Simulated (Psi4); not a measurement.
Run report: B2H6, excited-state calculation (part 1 of 2)

The run: excited-state calculation of B2H6. Method and program: EOM-CCSD/cc-pCVDZ, RHF (Psi4 1.11).

The geometry comes from this level: GFN2-xTB.

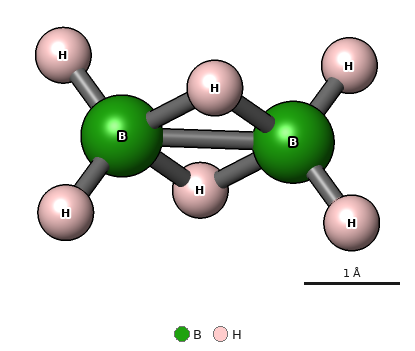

*The input geometry (ball-and-stick view, seen at a tilt).*

Bond lengths as drawn: B–B 1.81 Å and B–H 1.17 to 1.31 Å.

Input file (calc.inp)
```
memory 1600 MB

molecule system {
  0 1
  B      0.512330    -0.651880     0.361590
  H      1.348300    -1.184480    -0.267850
  H      0.361730    -0.994490     1.474260
  H      0.629670     0.651070     0.285640
  B     -0.512660     0.652050    -0.361420
  H     -1.347930     1.185240     0.267880
  H     -0.360500     0.994270    -1.473760
  H     -0.630940    -0.651780    -0.286340
  symmetry c1
  no_reorient
  no_com
}

set {
  basis           cc-pCVDZ
  reference       rhf
  scf_type        pk
  roots_per_irrep [1]
}

energy("eom-ccsd")
```

Hardware: 1 thread of AMD EPYC (Zen 5), 16 GiB of memory available, shared host.

Run as:
```bash
psi4 calc.inp calc.out -n 1
```

The program's output
```
Psi4 1.11 release

   => Loading Basis Set <=

    Name: CC-PCVDZ
    Role: ORBITAL
    Keyword: BASIS

         ---------------------------------------------------------
                                   SCF
                              RHF Reference
                        1 Threads,   1525 MiB Core
         ---------------------------------------------------------

  ==> Geometry <==

    Molecular point group: c1
    Full point group: C1

    Geometry (in Angstrom), charge = 0, multiplicity = 1:

       Center              X                  Y                   Z               Mass
    ------------   -----------------  -----------------  -----------------  -----------------
         B            0.512330000000    -0.651880000000     0.361590000000    11.009305360000
         H            1.348300000000    -1.184480000000    -0.267850000000     1.007825032230
         H            0.361730000000    -0.994490000000     1.474260000000     1.007825032230
         H            0.629670000000     0.651070000000     0.285640000000     1.007825032230
         B           -0.512660000000     0.652050000000    -0.361420000000    11.009305360000
         H           -1.347930000000     1.185240000000     0.267880000000     1.007825032230
         H           -0.360500000000     0.994270000000    -1.473760000000     1.007825032230
         H           -0.630940000000    -0.651780000000    -0.286340000000     1.007825032230

  Running in c1 symmetry.

  Rotational constants: A =      2.85857  B =      0.58054  C =      0.53870 [cm^-1]
  Rotational constants: A =  85697.69112  B =  17404.25195  C =  16149.95564 [MHz]
  Nuclear repulsion =   31.952011159395475

  Charge       = 0
  Multiplicity = 1
  Electrons    = 16
  Nalpha       = 8
  Nbeta        = 8

  ==> Algorithm <==

  SCF Algorithm Type is PK.
  DIIS enabled.
  MOM disabled.
  Fractional occupation disabled.
  Guess Type is SAD.
  Energy threshold   = 1.00e-08
  Density threshold  = 1.00e-08
  Integral threshold = 1.00e-12

  ==> Primary Basis <==

  Basis Set: CC-PCVDZ
    Blend: CC-PCVDZ
    Number of shells: 34
    Number of basis functions: 66
    Number of Cartesian functions: 68
    Spherical Harmonics?: true
    Max angular momentum: 2

  ==> Integral Setup <==

  Using in-core PK algorithm.
   Calculation information:
      Number of atoms:                   8
      Number of AO shells:              34
      Number of primitives:             78
      Number of atomic orbitals:        68
      Number of basis functions:        66

      Integral cutoff                 1.00e-12
      Number of threads:                 1

  Performing in-core PK
  Using 4890732 doubles for integral storage.
  We computed 175575 shell quartets total.
  Whereas there are 177310 unique shell quartets.

  ==> DiskJK: Disk-Based J/K Matrices <==

    J tasked:                  Yes
    K tasked:                  Yes
    wK tasked:                  No
    Memory [MiB]:             1144
    Schwarz Cutoff:          1E-12

  Minimum eigenvalue in the overlap matrix is 4.5585136884E-03.
  Reciprocal condition number of the overlap matrix is 7.3444031790E-04.
    Using symmetric orthogonalization.

  ==> Pre-Iterations <==

  SCF Guess: Superposition of Atomic Densities via on-the-fly atomic UHF (no occupation information).

   -------------------------
    Irrep   Nso     Nmo
   -------------------------
     A         66      66
   -------------------------
    Total      66      66
   -------------------------

  ==> Iterations <==

                        Total Energy        Delta E     RMS |[F,P]|

   @RHF iter SAD:   -52.24035111246897   -5.22404e+01   0.00000e+00
   @RHF iter   1:   -52.78098962098005   -5.40639e-01   2.74132e-03 DIIS/ADIIS
   @RHF iter   2:   -52.81175708304264   -3.07675e-02   7.21149e-04 DIIS/ADIIS
   @RHF iter   3:   -52.81429026932298   -2.53319e-03   1.81245e-04 DIIS/ADIIS
   @RHF iter   4:   -52.81448695892225   -1.96690e-04   2.62845e-05 DIIS
   @RHF iter   5:   -52.81449086008148   -3.90116e-06   3.41156e-06 DIIS
   @RHF iter   6:   -52.81449093620354   -7.61221e-08   5.91071e-07 DIIS
   @RHF iter   7:   -52.81449093842896   -2.22542e-09   6.67003e-08 DIIS
   @RHF iter   8:   -52.81449093845598   -2.70219e-11   1.01235e-08 DIIS
   @RHF iter   9:   -52.81449093845703   -1.05160e-12   3.03734e-09 DIIS
  Energy and wave function converged.

  ==> Post-Iterations <==

    Orbital Energies [Eh]
    ---------------------

    Doubly Occupied:

       1A     -7.627013     2A     -7.626524     3A     -0.884403
       4A     -0.647594     5A     -0.549197     6A     -0.532951
       7A     -0.530292     8A     -0.470938

    Virtual:

       9A      0.103632    10A      0.195314    11A      0.229151
      12A      0.239703    13A      0.253584    14A      0.258232
      15A      0.308037    16A      0.375025    17A      0.384857
      18A      0.388021    19A      0.469718    20A      0.476568
      21A      0.503292    22A      0.564247    23A      0.698391
      24A      0.701390    25A      0.715672    26A      0.725742
      27A      0.731725    28A      0.737302    29A      0.832336
      30A      0.903640    31A      0.924489    32A      0.924728
      33A      1.165605    34A      1.213446    35A      1.379784
      36A      1.443770    37A      1.463056    38A      1.501743
      39A      1.513310    40A      1.565479    41A      1.591423
      42A      1.596994    43A      1.845890    44A      1.865610
      45A      2.055799    46A      2.068998    47A      2.253957
      48A      2.255077    49A      2.262613    50A      2.344886
      51A      2.369538    52A      2.429040    53A      2.430073
      54A      2.506952    55A      2.558633    56A      2.600483
      57A      2.698928    58A      2.866311    59A     13.841869
      60A     13.865373    61A     16.045119    62A     16.189768
      63A     16.235791    64A     16.464842    65A     16.529310
      66A     16.839534

    Final Occupation by Irrep:
              A
    DOCC [     8 ]
    NA   [     8 ]
    NB   [     8 ]

  @RHF Final Energy:   -52.81449093845703

   => Energetics <=

    Nuclear Repulsion Energy =             31.9520111593954752
    One-Electron Energy =                -131.7951795619751465
    Two-Electron Energy =                  47.0286774641226302
    Total Energy =                        -52.8144909384570340

Computation Completed

Properties will be evaluated at   0.000000,   0.000000,   0.000000 [a0]

Properties computed using the SCF density matrix

 Multipole Moments:

 ------------------------------------------------------------------------------------
     Multipole            Electronic (a.u.)      Nuclear  (a.u.)        Total (a.u.)
 ------------------------------------------------------------------------------------

 L = 1.  Multiply by 2.5417464519 to convert [e a0] to [Debye]
 Dipole X            :          0.0023670           -0.0024944           -0.0001275
 Dipole Y            :         -0.0010952            0.0012850            0.0001898
 Dipole Z            :         -0.0011135            0.0012850            0.0001715
 Magnitude           :                                                    0.0002858

 ------------------------------------------------------------------------------------

	total time  =          1 seconds =       0.02 minutes
 MINTS: Wrapper to libmints.

   Calculation information:
      Number of threads:                 1
      Number of atoms:                   8
      Number of AO shells:              34
      Number of SO shells:              34
      Number of primitives:             78
      Number of atomic orbitals:        68
      Number of basis functions:        66

      Number of irreps:                  1
      Integral cutoff                 1.00e-12
      Number of functions per irrep: [  66 ]

 OEINTS: Overlap, kinetic, potential, dipole, and quadrupole integrals
         stored in file 35.

      Computing two-electron integrals...done
      Computed 2382104 non-zero two-electron integrals.
        Stored in file 33.

	Wfn Parameters:
	--------------------
	Wavefunction         = CCSD
	Number of irreps     = 1
	Number of MOs        = 66
	Number of active MOs = 66
	AO-Basis             = NONE
	Semicanonical        = false
	Reference            = RHF
	Print Level          = 1

	IRREP	# MOs	# FZDC	# DOCC	# SOCC	# VIRT	# FZVR
	-----	-----	------	------	------	------	------
	 A	   66	    0	    8	    0	    58	    0
	Transforming integrals...
	IWL integrals will be deleted.
	(OO|OO)...
	Presorting SO-basis two-electron integrals.
	Sorting File: SO Ints (nn|nn) nbuckets = 1
	Constructing frozen core operators
	Starting first half-transformation.
	Sorting half-transformed integrals.
	First half integral transformation complete.
	Starting second half-transformation.
	Two-electron integral transformation complete.
	(OO|OV)...
	Starting second half-transformation.
	Two-electron integral transformation complete.
	(OO|VV)...
	Starting second half-transformation.
	Two-electron integral transformation complete.
	(OV|OO)...
	Starting first half-transformation.
	Sorting half-transformed integrals.
	First half integral transformation complete.
	Starting second half-transformation.
	Two-electron integral transformation complete.
	(OV|OV)...
	Starting second half-transformation.
	Two-electron integral transformation complete.
	(OV|VV)...
	Starting second half-transformation.
	Two-electron integral transformation complete.
	(VV|OO)...
	Starting first half-transformation.
	Sorting half-transformed integrals.
	First half integral transformation complete.
	Starting second half-transformation.
	Two-electron integral transformation complete.
	(VV|OV)...
	Starting second half-transformation.
	Two-electron integral transformation complete.
	(VV|VV)...
	Starting second half-transformation.
	Two-electron integral transformation complete.
	Frozen core energy     =      0.00000000000000

	Size of irrep 0 of <ab|cd> integrals:     11.316 (MW) /     90.532 (MB)
	Total:                                    11.316 (MW) /     90.532 (MB)

	Size of irrep 0 of <ia|bc> integrals:      1.561 (MW) /     12.487 (MB)
	Total:                                     1.561 (MW) /     12.487 (MB)

	Size of irrep 0 of tijab amplitudes:       0.215 (MW) /      1.722 (MB)
	Total:                                     0.215 (MW) /      1.722 (MB)

	Nuclear Rep. energy          =     31.95201115939548
	SCF energy                   =    -52.81449093845703
	One-electron energy          =   -131.79517954351280
	Two-electron energy          =     47.02867744566033
	Reference energy             =    -52.81449093845701
```
